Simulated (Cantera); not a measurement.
Input: 1 mol Si, 1.7 mol Cl2, 47 mol H2, 0.012 mol N2, held at 750 Torr.

Method: chemical equilibrium by Gibbs-energy minimisation in Cantera with the NASA 1993 tables (ideal gas, pure condensed phases). Candidate condensed phases: NH4Cl, Si, Si3N4; 28 gas species. N2 is the only nitrogen source here; it is nearly inert below about 1500 K, so the nitride shown seldom forms there in practice. Mutual solubility and eutectic melting of coexisting phases are not modelled. The tables' values for SiCl3 are old estimates; treat these amounts as uncertain. The numbers say what is thermodynamically allowed, not how fast it happens.

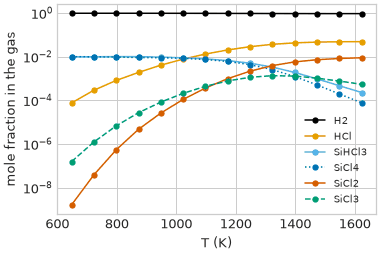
Equilibrium gas composition (values under 1e-9 drawn at 1e-9)

From 648 K to 798 K the condensed part is Si3N4(s). From 873 K to 1548 K the condensed part is Si(s) + Si3N4(s). At 1623 K the condensed part is Si(s). The main Si-bearing gas is SiCl4 at 648 K and SiCl2 at 1623 K.
